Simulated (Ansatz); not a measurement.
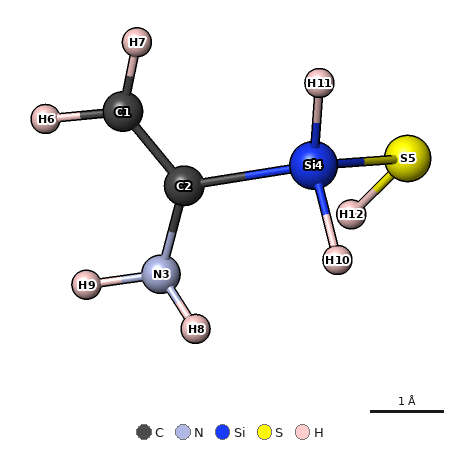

Starting structure of C2H7NSSi. The picture is a ball-and-stick view, seen at a tilt.

The run prepares the start of a later molecular dynamics calculation, from a guessed geometry.

Level of theory: RKS PBE0/STO-3G in Ansatz.

Input
```yaml
crystal:
  periodic: [false, false, false]
  atoms:
    - { symbol: C, position_ang: [0.5689, 1.5887, 0.2565] }
    - { symbol: C, position_ang: [-0.1256, 0.4512, 0.2105] }
    - { symbol: "N", position_ang: [-1.5401, 0.373, 0.2527] }
    - { symbol: Si, position_ang: [0.9418, -1.1671, 0.046] }
    - { symbol: S, position_ang: [0.4914, -1.9114, -1.9489] }
    - { symbol: H, position_ang: [-0.024, 2.5864, 0.3132] }
    - { symbol: H, position_ang: [1.6298, 1.7146, 0.1915] }
    - { symbol: H, position_ang: [-1.8231, -0.4475, 0.723] }
    - { symbol: H, position_ang: [-1.952, 1.2331, 0.658] }
    - { symbol: H, position_ang: [0.325, -2.1495, 1.0549] }
    - { symbol: H, position_ang: [2.3107, -0.9473, 0.2734] }
    - { symbol: H, position_ang: [-0.7259, -1.3793, -1.9968] }
basis:
  gaussian: { orbitals: STO-3G }
hamiltonian:
  xc: pbe0
relax:
  f_tol: 0.02
  max_steps: 40
scf:
  lower_state_search: "off"
```

Command:
```bash
ansatz run input.yaml --threads 1 --pin off --max-ram 2048MiB --backend cpu --events-out ev --progress --plain --runs-dir out
```

What does the optimiser find from here?

Answer. H12 moves most after the best rigid fit: 0.41 Å. Largest moves by element: H 0.41 Å, S 0.25 Å, Si 0.15 Å, C 0.08 Å, N 0.05 Å. Among the contacts that change: Si4–H10 1.537 → 1.450 Å, C2–Si4 1.946 → 1.873 Å, C1–H6 1.162 → 1.093 Å, N3–H8 0.987 → 1.049 Å. Bond angles that change, for instance: C2–Si4–S5 104.4° → 112.6°, C1–C2–Si4 115.3° → 122.8°, H8–N3–H9 112.9° → 106.5°. Groups turn about Si4–S5 by about 25°. The energy falls by 0.626 eV in 10 geometry steps. The largest force component goes from 4.3 to 0.018 eV/Å.

History of the run:

| step | E − E(0), eV | largest force component, eV/Å |
| --- | --- | --- |
| 0 | 0.0000 | 4.2900 |
| 1 | -0.3202 | 1.0875 |
| 2 | -0.5667 | 0.8277 |
| 3 | -0.5977 | 0.5152 |
| 4 | -0.6024 | 0.4949 |
| 5 | -0.6211 | 0.2263 |
| 6 | -0.6242 | 0.0895 |
| 7 | -0.6245 | 0.1010 |
| 8 | -0.6255 | 0.0251 |
| 9 | -0.6258 | 0.0116 |
| 10 | -0.6259 | 0.0179 |

Final geometry:

```xyz
12

C     0.5472    1.6610    0.2638
C    -0.0838    0.4776    0.2567
N    -1.5289    0.3878    0.2961
Si    0.8076   -1.1463   -0.0215
S     0.6961   -1.8032   -2.0339
H     0.0110    2.6042    0.3988
H     1.6262    1.7364    0.1238
H    -1.8304   -0.3713    0.9550
H    -1.9318    1.2815    0.6683
H     0.2175   -2.1182    0.8779
H     2.2034   -0.9846    0.3084
H    -0.6572   -1.7800   -2.0593
```

After the run, drawn alike:

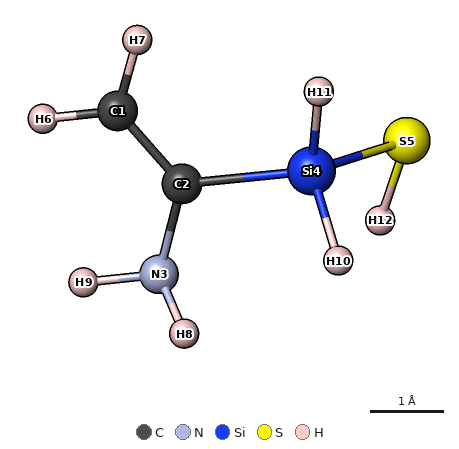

Limits of the set-up: STO-3G is a minimal basis, so the numbers are rough.
